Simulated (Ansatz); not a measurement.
**Geometry relaxation, with input and output: GeSiH$_{4}$O$_{2}$ (charge +1)**

- system: GeSiH$_{4}$O$_{2}$, charge +1, multiplicity 2
- method: HF/3-21G, UHF (Ansatz 0.2.0)

The starting geometry was optimised with HF/3-21G. Figures and captions count atoms from 1; the log counts them from 0 in places.

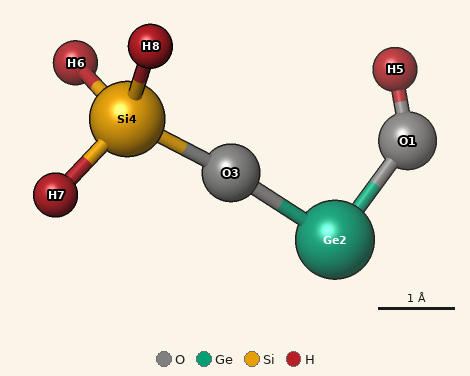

**Figure 1.** The structure as given in the input (ball-and-stick view, seen at a tilt; atoms are numbered from 1 in the order of the input). Sticks mark near contacts.

Key numbers:

```json
{"quantity": "outcome", "value": "converged"}
{"quantity": "total energy", "value": "−2503.798850 hartree"}
{"quantity": "basis functions", "value": "62"}
{"quantity": "largest force", "value": "0.004 eV/Å"}
{"quantity": "⟨S²⟩", "value": "0.764"}
{"quantity": "SCF solution under orbital rotations", "value": "stable"}
{"quantity": "hardware", "value": "1 thread of Intel Xeon (Granite Rapids), 16 GiB of memory available, shared host"}
{"quantity": "wall time", "value": "16 s"}
{"quantity": "peak memory", "value": "0.22 GiB"}
```

Input file:
```yaml
crystal:
  periodic: [false, false, false]
  atoms:
    - symbol: O
      position_ang: [1.161507, 2.426586, 0.261702]
    - symbol: Ge
      position_ang: [1.776062, 1.064325, -0.606370]
    - symbol: O
      position_ang: [0.497352, -0.056087, -0.302599]
    - symbol: Si
      position_ang: [-0.644899, -1.226103, -0.095641]
    - symbol: H
      position_ang: [0.351364, 2.541759, 0.767411]
    - symbol: H
      position_ang: [-1.960029, -0.783987, -0.631204]
    - symbol: H
      position_ang: [-0.264520, -2.481144, -0.795468]
    - symbol: H
      position_ang: [-0.824637, -1.542549, 1.346369]
basis:
  gaussian:
    orbitals: 3-21G.json
total_charge: 1
magnetization:
  spin_polarized: true
  initial_magnetization: 1
hamiltonian:
  xc: hf
relax: {}
```

Run as:
```bash
ansatz run job.yaml --threads 1 --pin off --max-ram 3480MiB --events-out events.jsonl --progress --plain --runs-dir runs
```

Log:
```
The last accepted step is kept in runs//last_step.txt (removed where the run ends without a failure and the disk answers)
Functional definition: HF
  name "HF"
  exchange = exact_x
  correlation = 0
645 factors; integrals over basis functions are off by at most 2.7e-4 eV
mean field evaluation 1: about -68122.9991 eV, gradient 4.6e1 eV
mean field evaluation 2: about -68123.1751 eV, gradient 4.6e1 eV
mean field evaluation 4: about -68130.9244 eV, gradient 2.9e0 eV
mean field evaluation 8: about -68131.0261 eV, gradient 4.8e-1 eV
mean field evaluation 16: about -68126.5707 eV, gradient 2.3e1 eV
mean field evaluation 32: about -68130.0755 eV, gradient 9.4e-2 eV
mean field evaluation 64: about -68129.8609 eV, gradient 1.8e0 eV
mean field evaluation 96: about -68130.0877 eV, gradient 1.6e0 eV
mean field -68131.02960353 eV, -2503.7691570591 hartree, gradient 1.8e-5 eV, S^2 0.761471; 2 other end points of the search recorded, 0 dependent functions left out
the calculation of the forces begins
reference -68131.02960353 eV, -2503.7691570591 hartree; 33, 32 occupied and 29, 30 virtual orbitals, 645 factors
relax step   1: F+E_penalty+E_count = -68131.02960353 eV  Δ(F+E_penalty+E_count) = +0.000e0 eV  max|allowed force component| = 4.082e0 eV/Å  Δτ_max = 0.0000 Å  (220 SCF iters, accepted)
these checks for a lower state are left out or cut short: starts, cluster_reference, orbital_swaps, neighbouring_geometries, increment
645 factors; integrals over basis functions are off by at most 2.7e-4 eV
mean field -68131.53872426 eV, -2503.7878669011 hartree, gradient 2.1e-5 eV, S^2 0.758185; 0 other end points of the search recorded, 0 dependent functions left out
[... from here on the field's lines of each further geometry are left out, up to the last ...]
relax step   2: F+E_penalty+E_count = -68131.53872426 eV  Δ(F+E_penalty+E_count) = -5.091e-1 eV  max|allowed force component| = 2.038e0 eV/Å  Δτ_max = 0.1952 Å  (47 SCF iters, accepted)
relax step   3: F+E_penalty+E_count = -68131.67590062 eV  Δ(F+E_penalty+E_count) = -1.372e-1 eV  max|allowed force component| = 5.834e-1 eV/Å  Δτ_max = 0.1765 Å  (44 SCF iters, accepted)
relax step   4: F+E_penalty+E_count = -68131.73045450 eV  Δ(F+E_penalty+E_count) = -5.455e-2 eV  max|allowed force component| = 3.436e-1 eV/Å  Δτ_max = 0.2000 Å  (43 SCF iters, accepted)
relax step   5: F+E_penalty+E_count = -68131.71575898 eV  Δ(F+E_penalty+E_count) = +1.470e-2 eV  max|allowed force component| = 1.106e0 eV/Å  Δτ_max = 0.1959 Å  (43 SCF iters, rejected (line search))
relax step   6: F+E_penalty+E_count = -68131.74789770 eV  Δ(F+E_penalty+E_count) = -1.744e-2 eV  max|allowed force component| = 1.801e-1 eV/Å  Δτ_max = 0.0979 Å  (44 SCF iters, accepted)
relax step   7: F+E_penalty+E_count = -68131.75700353 eV  Δ(F+E_penalty+E_count) = -9.106e-3 eV  max|allowed force component| = 2.674e-1 eV/Å  Δτ_max = 0.0974 Å  (44 SCF iters, accepted)
relax step   8: F+E_penalty+E_count = -68131.77117980 eV  Δ(F+E_penalty+E_count) = -1.418e-2 eV  max|allowed force component| = 1.727e-1 eV/Å  Δτ_max = 0.1500 Å  (45 SCF iters, accepted)
relax step   9: F+E_penalty+E_count = -68131.78616187 eV  Δ(F+E_penalty+E_count) = -1.498e-2 eV  max|allowed force component| = 7.318e-2 eV/Å  Δτ_max = 0.1393 Å  (44 SCF iters, accepted)
relax step  10: F+E_penalty+E_count = -68131.79941110 eV  Δ(F+E_penalty+E_count) = -1.325e-2 eV  max|allowed force component| = 1.071e-1 eV/Å  Δτ_max = 0.0896 Å  (45 SCF iters, accepted)
relax step  11: F+E_penalty+E_count = -68131.80005512 eV  Δ(F+E_penalty+E_count) = -6.440e-4 eV  max|allowed force component| = 1.007e0 eV/Å  Δτ_max = 0.0653 Å  (45 SCF iters, accepted)
relax step  12: F+E_penalty+E_count = -68131.80466377 eV  Δ(F+E_penalty+E_count) = -4.609e-3 eV  max|allowed force component| = 6.492e-1 eV/Å  Δτ_max = 0.0174 Å  (45 SCF iters, accepted)
relax step  13: F+E_penalty+E_count = -68131.82499236 eV  Δ(F+E_penalty+E_count) = -2.033e-2 eV  max|allowed force component| = 6.568e-1 eV/Å  Δτ_max = 0.2000 Å  (49 SCF iters, accepted)
relax step  14: F+E_penalty+E_count = -68131.83145235 eV  Δ(F+E_penalty+E_count) = -6.460e-3 eV  max|allowed force component| = 4.274e-1 eV/Å  Δτ_max = 0.0778 Å  (47 SCF iters, accepted)
relax step  15: F+E_penalty+E_count = -68131.83754549 eV  Δ(F+E_penalty+E_count) = -6.093e-3 eV  max|allowed force component| = 2.064e-2 eV/Å  Δτ_max = 0.0329 Å  (46 SCF iters, accepted)
the calculation of the forces begins
reference -68131.83757691 eV, -2503.7988495331 hartree; 33, 32 occupied and 29, 30 virtual orbitals, 645 factors
relax step  16: F+E_penalty+E_count = -68131.83757691 eV  Δ(F+E_penalty+E_count) = -3.142e-5 eV  max|allowed force component| = 3.446e-3 eV/Å  Δτ_max = 0.0030 Å  (48 SCF iters, accepted)
645 factors; integrals over basis functions are off by at most 4.2e-4 eV
mean field evaluation 256: about -68124.3327 eV, gradient 4.5e1 eV
```

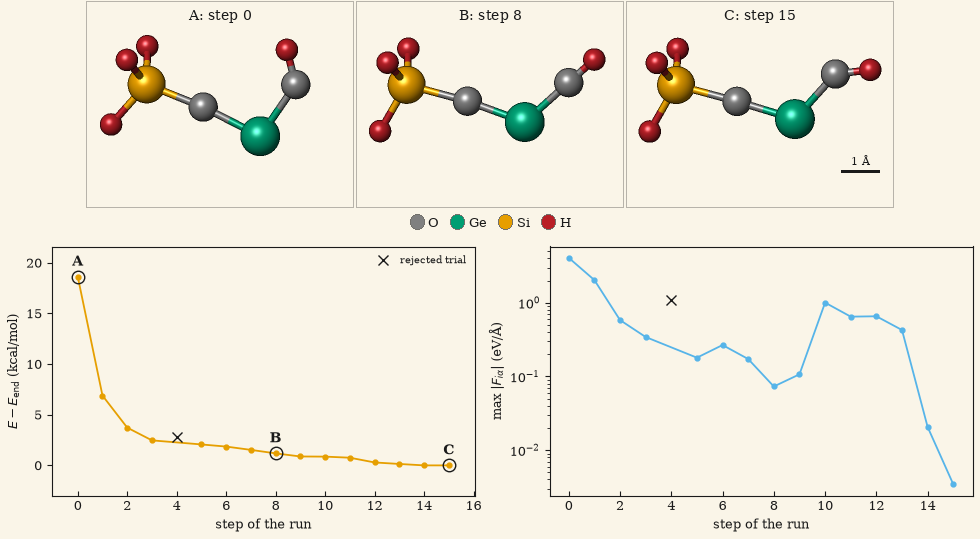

**Figure 2.** Frames of the relaxation (ball-and-stick view, seen at a tilt) above the curves, on which the letters mark them (the first geometry is step 0 here and step 1 in the log).

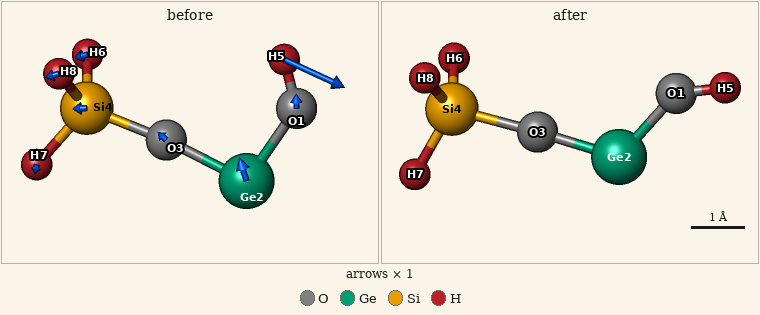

**Figure 3.** Before (left) and after (right) the relaxation, at one scale (ball-and-stick view, seen at a tilt). The blue arrows give the displacements, at true length. The atom that moves furthest after the best rigid fit is H5 (1.29 Å). By element the largest moves are H 1.29 Å, Ge 0.48 Å, Si 0.29 Å, O 0.29 Å. Among the contacts that change: Ge2–O3 1.727 → 1.644 Å, O3–Si4 1.648 → 1.713 Å, O1–Ge2 1.728 → 1.679 Å, Si4–H6 1.487 → 1.472 Å. Among the angles that change: O1–Ge2–O3 99.2° → 116.5°, Ge2–O1–H5 131.1° → 140.0°, H6–Si4–H8 107.8° → 112.8°. Over 15 geometry steps the energy falls by 18.6 kcal/mol. The largest force component goes from 4.1 to 0.0034 eV/Å. The line search rejected the trial step at point 4 (counted from 0) and went back. (Atoms are counted from 1 in the order of the input.)

```
mean field -68131.83757691 eV, -2503.7988495331 hartree, gradient 1.3e-5 eV, S^2 0.763524; 1 other end points of the search recorded, 0 dependent functions left out
the calculation of the forces begins
reference -68131.83757691 eV, -2503.7988495331 hartree; 33, 32 occupied and 29, 30 virtual orbitals, 645 factors
Total energy: -68131.83757691 eV, -2503.7988495331 hartree
Atom 0 at     0.924293     2.525982     0.433145 Å, force     0.000064     0.000979     0.002580 eV/Å
Atom 1 at     1.359817     1.107584    -0.352657 Å, force     0.000540    -0.003445    -0.001351 eV/Å
Atom 2 at     0.309530    -0.151676    -0.231750 Å, force     0.000550     0.001847     0.000025 eV/Å
Atom 3 at    -0.748627    -1.495212    -0.138635 Å, force     0.000096    -0.000067    -0.000290 eV/Å
Atom 4 at     1.256473     3.418657     0.585705 Å, force    -0.000764     0.001265    -0.000859 eV/Å
Atom 5 at    -2.024082    -1.056183    -0.727057 Å, force    -0.000656     0.000067    -0.000413 eV/Å
Atom 6 at    -0.119782    -2.577245    -0.914437 Å, force    -0.000012    -0.000723    -0.000388 eV/Å
Atom 7 at    -0.865421    -1.829107     1.289886 Å, force     0.000182     0.000077     0.000697 eV/Å
Dipole moment:     0.631594     0.508973    -0.165174 e Å
```

Trajectory as extended XYZ (Å, eV, eV/Å), 13 of the 16 frames kept, from step=1 to step=16:
```
8
Properties=species:S:1:pos:R:3:forces:R:3 step=1 energy=-68131.02960
O     1.1615    2.4266    0.2617    2.0542  -0.8282  -1.4864
Ge    1.7761    1.0643   -0.6064   -4.0817   0.0759   2.3572
O     0.4974   -0.0561   -0.3026    3.4394   2.2320  -1.1144
Si   -0.6449   -1.2261   -0.0956   -2.0033  -2.2680   0.2817
H     0.3514    2.5418    0.7674   -0.3002  -0.0957   0.1348
H    -1.9600   -0.7840   -0.6312    0.3585   0.2790  -0.0427
H    -0.2645   -2.4811   -0.7955    0.2186   0.2974  -0.0115
H    -0.8246   -1.5425    1.3464    0.3144   0.3077  -0.1188
8
Properties=species:S:1:pos:R:3:forces:R:3 step=2 energy=-68131.53872
O     1.2370    2.5043    0.2481    0.4781  -0.8527  -0.5967
Ge    1.6403    1.0437   -0.5367   -1.8423   0.1448   1.1060
O     0.4384   -0.1062   -0.2880    2.0375   1.4958  -0.5940
Si   -0.6899   -1.3265   -0.1081   -1.0168  -0.9271   0.2274
H     0.4477    2.7112    0.7769    0.1706   0.1185  -0.0523
H    -1.9566   -0.7929   -0.6613    0.1356  -0.0930   0.0134
H    -0.2227   -2.5264   -0.8367    0.0000   0.1409   0.0545
H    -0.8019   -1.5644    1.3501    0.0373  -0.0272  -0.1582
8
Properties=species:S:1:pos:R:3:forces:R:3 step=3 energy=-68131.67590
O     1.2979    2.5529    0.2319   -0.4730  -0.1713   0.2046
Ge    1.5589    1.0548   -0.4861    0.4540   0.5834  -0.0373
O     0.4185   -0.1001   -0.2743   -0.4298  -0.5272   0.0448
Si   -0.7161   -1.3696   -0.1095   -0.1607  -0.1734   0.0259
H     0.5457    2.8580    0.7767    0.4594   0.1524  -0.2041
H    -1.9784   -0.8702   -0.6823    0.0348   0.0408   0.0171
H    -0.2139   -2.5393   -0.8465    0.0970   0.0431  -0.0394
H    -0.8203   -1.6437    1.3343    0.0182   0.0522  -0.0116
8
Properties=species:S:1:pos:R:3:forces:R:3 step=5 energy=-68131.71576 accepted=F
O     1.3268    2.5664    0.2205   -1.1016   0.9841   1.0022
Ge    1.4726    1.0502   -0.4386   -0.0269  -0.0077   0.0123
O     0.3126   -0.1070   -0.2167    0.0307   0.1041   0.0221
Si   -0.7555   -1.4459   -0.1161    0.0529   0.0035  -0.0291
H     0.7679    3.1849    0.7742    1.0541  -1.1061  -1.0214
H    -2.0290   -0.9987   -0.7032    0.0108   0.0016   0.0043
H    -0.1336   -2.5351   -0.8907   -0.0230   0.0139   0.0184
H    -0.8696   -1.7719    1.3148    0.0030   0.0067  -0.0089
8
Properties=species:S:1:pos:R:3:forces:R:3 step=6 energy=-68131.74790
O     1.3041    2.5525    0.2282   -0.0273  -0.0382   0.0011
Ge    1.4922    1.0527   -0.4490    0.0595  -0.0610  -0.0571
O     0.3351   -0.1019   -0.2275   -0.0016  -0.0474  -0.0171
Si   -0.7441   -1.4269   -0.1153   -0.0499  -0.0081   0.0253
H     0.7237    3.0967    0.7660   -0.0039   0.1801   0.0706
H    -2.0148   -0.9625   -0.6961    0.0107  -0.0131  -0.0040
H    -0.1472   -2.5326   -0.8820    0.0073  -0.0029  -0.0053
H    -0.8568   -1.7351    1.3199    0.0051  -0.0094  -0.0136
8
Properties=species:S:1:pos:R:3:forces:R:3 step=7 energy=-68131.75700
O     1.2946    2.5491    0.2323   -0.2665   0.2674   0.2536
Ge    1.4732    1.0509   -0.4388    0.0092  -0.0282  -0.0160
O     0.3159   -0.1054   -0.2180    0.0131  -0.0185  -0.0145
Si   -0.7518   -1.4418   -0.1166    0.0106   0.0031  -0.0048
H     0.7813    3.1752    0.7630    0.2559  -0.2022  -0.2228
H    -2.0224   -0.9886   -0.7044   -0.0059  -0.0101   0.0061
H    -0.1363   -2.5342   -0.8887   -0.0055  -0.0048   0.0012
H    -0.8622   -1.7625    1.3153   -0.0110  -0.0067  -0.0028
8
Properties=species:S:1:pos:R:3:forces:R:3 step=9 energy=-68131.78616
O     1.1525    2.5208    0.3026   -0.0732  -0.0410   0.0262
Ge    1.4228    1.0686   -0.4034   -0.0118  -0.0476  -0.0114
O     0.3107   -0.1380   -0.2274    0.0377   0.0237  -0.0124
Si   -0.7532   -1.4763   -0.1289   -0.0061   0.0096   0.0068
H     0.9915    3.3658    0.7156    0.0501   0.0651  -0.0038
H    -2.0269   -1.0287   -0.7148   -0.0010  -0.0053  -0.0028
H    -0.1369   -2.5681   -0.9013    0.0041   0.0014  -0.0017
H    -0.8685   -1.8014    1.3018    0.0003  -0.0059  -0.0010
8
Properties=species:S:1:pos:R:3:forces:R:3 step=10 energy=-68131.79941
O     1.0945    2.5160    0.3339   -0.1071   0.0144   0.0666
Ge    1.4056    1.0758   -0.3909    0.0193   0.0121  -0.0064
O     0.3082   -0.1433   -0.2280    0.0089  -0.0113  -0.0094
Si   -0.7532   -1.4839   -0.1317   -0.0077   0.0086   0.0074
H     1.0672    3.4045    0.6871    0.0762  -0.0236  -0.0525
H    -2.0281   -1.0407   -0.7190    0.0037  -0.0017   0.0003
H    -0.1326   -2.5723   -0.9052    0.0053   0.0014  -0.0026
H    -0.8693   -1.8134    1.2980    0.0013   0.0000  -0.0036
8
Properties=species:S:1:pos:R:3:forces:R:3 step=11 energy=-68131.80005
O     1.0649    2.5182    0.3516   -0.1437   1.0066   0.4645
Ge    1.3872    1.0825   -0.3779    0.1178  -0.2255  -0.1529
O     0.3019   -0.1485   -0.2263    0.0090   0.0406   0.0101
Si   -0.7547   -1.4927   -0.1343    0.0008   0.0156   0.0055
H     1.1209    3.4367    0.6687    0.0235  -0.8258  -0.3272
H    -2.0294   -1.0516   -0.7232   -0.0030  -0.0075   0.0029
H    -0.1286   -2.5770   -0.9094    0.0018   0.0015  -0.0004
H    -0.8700   -1.8247    1.2949   -0.0062  -0.0055  -0.0025
8
Properties=species:S:1:pos:R:3:forces:R:3 step=12 energy=-68131.80466
O     1.0566    2.5209    0.3573   -0.1207   0.6492   0.3151
Ge    1.3815    1.0818   -0.3741    0.1160  -0.0546  -0.0865
O     0.2949   -0.1464   -0.2210    0.0113   0.0115  -0.0056
Si   -0.7557   -1.4955   -0.1350    0.1503  -0.0729  -0.1081
H     1.1360    3.4381    0.6601    0.0271  -0.6033  -0.2443
H    -2.0273   -1.0540   -0.7153   -0.1035   0.0092  -0.0761
H    -0.1187   -2.5806   -0.9170   -0.0836   0.1259   0.0968
H    -0.8752   -1.8215    1.2892    0.0032  -0.0650   0.1087
8
Properties=species:S:1:pos:R:3:forces:R:3 step=13 energy=-68131.82499
O     0.9077    2.5292    0.4454    0.3097   0.6568   0.0720
Ge    1.3536    1.1129   -0.3460   -0.4623  -0.6166   0.0296
O     0.2764   -0.1365   -0.2066    0.5093   0.4589  -0.1197
Si   -0.7520   -1.4988   -0.1385   -0.1346   0.0251   0.0914
H     1.3043    3.4139    0.5546   -0.2642  -0.3922   0.0024
H    -2.0340   -1.0779   -0.7296    0.0258  -0.0260  -0.0008
H    -0.0895   -2.5496   -0.9217    0.0120  -0.0902  -0.0429
H    -0.8743   -1.8504    1.2868    0.0043  -0.0156  -0.0320
8
Properties=species:S:1:pos:R:3:forces:R:3 step=15 energy=-68131.83755
O     0.9231    2.5256    0.4359   -0.0048   0.0011   0.0025
Ge    1.3590    1.1084   -0.3520    0.0053  -0.0206  -0.0108
O     0.3099   -0.1519   -0.2323    0.0088   0.0083  -0.0028
Si   -0.7478   -1.4951   -0.1393   -0.0170  -0.0054   0.0106
H     1.2572    3.4181    0.5836    0.0009   0.0186   0.0071
H    -2.0236   -1.0557   -0.7269    0.0004  -0.0004  -0.0026
H    -0.1207   -2.5785   -0.9142    0.0053  -0.0003  -0.0043
H    -0.8649   -1.8281    1.2894    0.0011  -0.0013   0.0004
8
Properties=species:S:1:pos:R:3:forces:R:3 step=16 energy=-68131.83758
O     0.9243    2.5260    0.4331    0.0001   0.0010   0.0026
Ge    1.3598    1.1076   -0.3527    0.0005  -0.0034  -0.0014
O     0.3095   -0.1517   -0.2318    0.0006   0.0018   0.0000
Si   -0.7486   -1.4952   -0.1386    0.0001  -0.0001  -0.0003
H     1.2565    3.4187    0.5857   -0.0008   0.0013  -0.0009
H    -2.0241   -1.0562   -0.7271   -0.0007   0.0001  -0.0004
H    -0.1198   -2.5772   -0.9144    0.0000  -0.0007  -0.0004
H    -0.8654   -1.8291    1.2899    0.0002   0.0001   0.0007
```

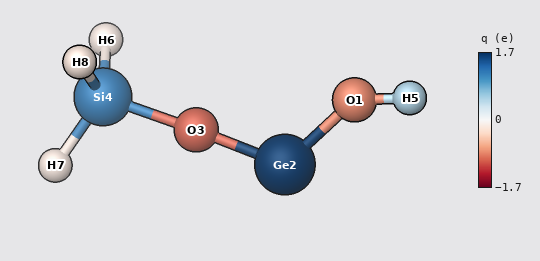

**Figure 4.** Mulliken charges, as the colour of each atom (ball-and-stick view, seen at a tilt; atoms are numbered from 1 in the order of the input; Mulliken charges depend strongly on the basis). By element: O −1.01 to −0.83, Ge +1.66, Si +1.21 and H −0.18 to +0.51 e.
